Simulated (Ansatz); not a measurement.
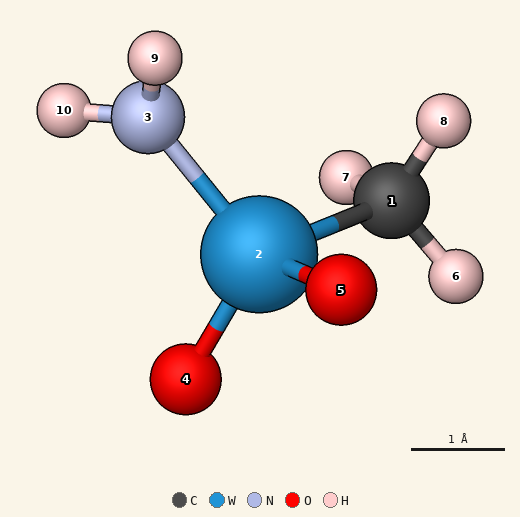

The structure as given in the input (ball-and-stick view, seen at a tilt; atoms are numbered from 1 in the order of the input). Sticks mark near contacts.

**CH5NO2W: single-point calculation**

The run: single-point calculation of CH5NO2W, multiplicity 3, SMILES [CH3][W]([NH2])(=[O])=[O]. Method and program: UKS B2PLYP/def2-SVP (Ansatz 0.2.0).

The geometry comes from this level: PBE0-D4/def2-TZVP. Figures and captions count atoms from 1; the log counts them from 0 in places.

### Input file
```yaml
crystal:
  periodic: [false, false, false]
  atoms:
    - {symbol: C, position_ang: [-1.528088, -0.299338, 0.173213]}
    - {symbol: W, position_ang: [0.304991, 0.452328, -0.572753]}
    - {symbol: N, position_ang: [1.732733, -0.210894, 0.557535]}
    - {symbol: O, position_ang: [0.424906, -0.133687, -2.172627]}
    - {symbol: O, position_ang: [0.166223, 2.153297, -0.503357]}
    - {symbol: H, position_ang: [-2.354411, 0.061837, -0.444349]}
    - {symbol: H, position_ang: [-1.528527, -1.392227, 0.150230]}
    - {symbol: H, position_ang: [-1.687883, 0.038960, 1.200337]}
    - {symbol: H, position_ang: [2.159378, 0.333823, 1.293574]}
    - {symbol: H, position_ang: [2.310679, -1.004109, 0.318207]}
basis:
  gaussian: {orbitals: def2-SVP}
magnetization: {spin_polarized: true, initial_magnetization: 2}
hamiltonian: {xc: {name: B2PLYP}}
output: {forces: true}
```

Launched with:
```bash
ansatz run in.yaml --threads 4 --pin off --events-out ev --progress --plain --max-ram 10444MiB
```

### Output
```
Functional definition: B2PLYP
  name "B2PLYP"
  cite "Grimme, J. Chem. Phys. 124, 034108 (2006) doi:10.1063/1.2148954"
  cite "Becke, Phys. Rev. A 38, 3098 (1988) doi:10.1103/PhysRevA.38.3098"
  cite "Lee, Yang & Parr, Phys. Rev. B 37, 785 (1988) doi:10.1103/PhysRevB.37.785"
  parameter a = 0.53
  parameter c = 0.27
  exchange = (1 - a)*b88_x + a*exact_x
  correlation = (1 - c)*lyp_c + c*(mp2_os + mp2_ss)
1121 factors; integrals over basis functions are off by at most 1.2e-3 eV
mean field evaluation 1: about -8488.9725 eV, gradient 5.6e1 eV
mean field evaluation 2: about -8489.0984 eV, gradient 5.6e1 eV
mean field evaluation 4: about -8499.3743 eV, gradient 2.1e1 eV
mean field evaluation 8: about -8501.4739 eV, gradient 6.0e-1 eV
mean field evaluation 16: about -8501.5510 eV, gradient 1.1e-1 eV
mean field evaluation 32: about -8501.5529 eV, gradient 5.5e-4 eV
mean field evaluation 64: about -8501.9989 eV, gradient 1.4e-6 eV
mean field evaluation 96: about -8501.5338 eV, gradient 8.5e-1 eV
mean field evaluation 128: about -8501.0750 eV, gradient 4.3e0 eV
mean field evaluation 160: about -8501.9472 eV, gradient 1.7e0 eV
mean field -8501.99887317 eV, -312.4426957271 hartree, gradient 1.3e-6 eV, S^2 2.088937; 14 other end points of the search recorded, 0 dependent functions left out
4 core orbitals not correlated: weight in the atoms' cores, before any rotation towards them, 1.000 or more for the frozen orbitals, at most 0.000 for the correlated occupied ones
reference -8501.99906879 eV, -312.4427029160 hartree; 21, 19 occupied and 88, 90 virtual orbitals, 1121 factors
second order -34.38545744 eV of doubles, -0.00000000 eV of singles
the calculation of the forces begins
Total energy: -8511.28314230 eV, -312.7838863245 hartree
Atom 0 at    -1.528088    -0.299338     0.173213 Å, force     0.322876     0.002195     0.049975 eV/Å
Atom 1 at     0.304991     0.452328    -0.572753 Å, force    -0.123896    -4.349103     6.004082 eV/Å
Atom 2 at     1.732733    -0.210894     0.557535 Å, force    -0.262260     0.128791    -0.230532 eV/Å
Atom 3 at     0.424906    -0.133687    -2.172627 Å, force     0.427229    -1.289296    -5.907157 eV/Å
Atom 4 at     0.166223     2.153297    -0.503357 Å, force    -0.405448     5.984533    -0.575304 eV/Å
Atom 5 at    -2.354411     0.061837    -0.444349 Å, force    -0.203828     0.108656    -0.180271 eV/Å
Atom 6 at    -1.528527    -1.392227     0.150230 Å, force    -0.132081    -0.351362     0.047988 eV/Å
Atom 7 at    -1.687883     0.038960     1.200337 Å, force    -0.176969     0.036759     0.333042 eV/Å
Atom 8 at     2.159378     0.333823     1.293574 Å, force     0.249972     0.120798     0.411980 eV/Å
Atom 9 at     2.310679    -1.004109     0.318207 Å, force     0.304406    -0.391973     0.046197 eV/Å
Dipole moment:     0.324448    -0.265394     0.412991 e Å
```

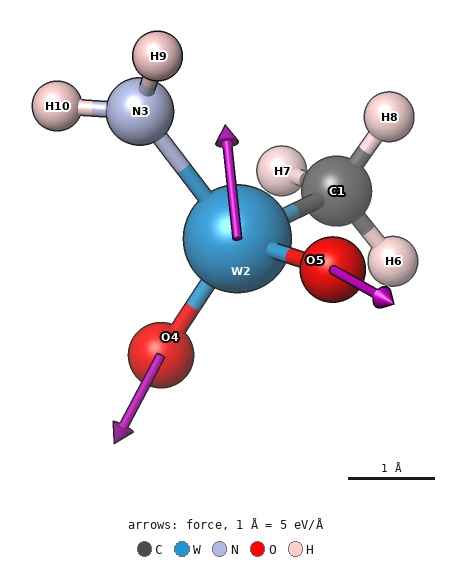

Forces on the atoms as pink arrows (ball-and-stick view, seen at a tilt; atoms are numbered from 1 in the order of the input); the smallest are left out. The largest act on W2 (7.41 eV/Å); O4 (6.06 eV/Å); O5 (6.03 eV/Å). The geometry is not a stationary point of this energy.

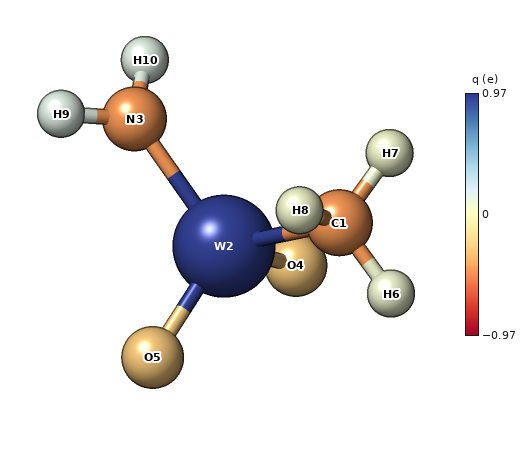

Mulliken charges, as the colour of each atom (ball-and-stick view, seen at a tilt; atoms are numbered from 1 in the order of the input). By element: C −0.45, W +0.92, N −0.45, O −0.26 and H +0.06 to +0.15 e.

### Key numbers

- outcome: converged
- total energy: −8511.2831 eV
- mean-field energy: −8501.9991 eV
- ⟨S²⟩: 2.089
- SCF solution under orbital rotations: stable
- largest force (length of the vector): 7.415 eV/Å
- dipole moment: 2.83 D
- hardware: 4 threads of Arm Neoverse V2, 23 GiB of memory available, shared host
- wall time: 27 s (CPU time 1.7 min)
- peak memory: 0.46 GiB
